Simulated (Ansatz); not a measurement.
```
atom    x (Å)    y (Å)    z (Å)
  Ag   2.3311  -0.8712  -0.0156
  Ag  -1.9189  -1.5820  -0.0996
  Ag  -0.4120   2.4526   0.1167
   S  -0.0003   0.0006  -0.0015
```

Geometry: B3LYP-D4/def2-SVP; core potentials replace the inner electrons of Ag.

These are results of Ansatz 0.2.0, UKS PBE0-D4/def2-TZVP, not measurements.

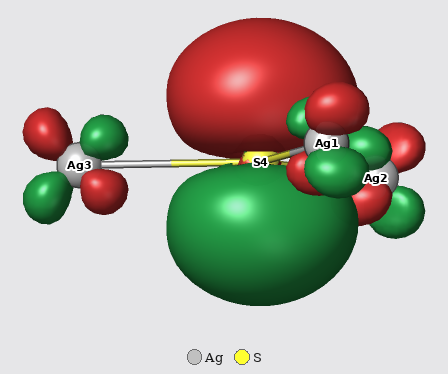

Ag3S (charge +1, triplet). The LUMO (β) at ±0.1 Å⁻³ᐟ² (green and red are the two phases), seen from one side.

Question: Describe this orbital and give its energy.

Answer: By Hirshfeld shares it lies mainly on S4 (about 75 %), Ag1 (about 10 %), Ag2 (about 10 %) and Ag3 (about 10 %); it changes sign across the molecular plane (π type). Its energy is −8.85 eV.
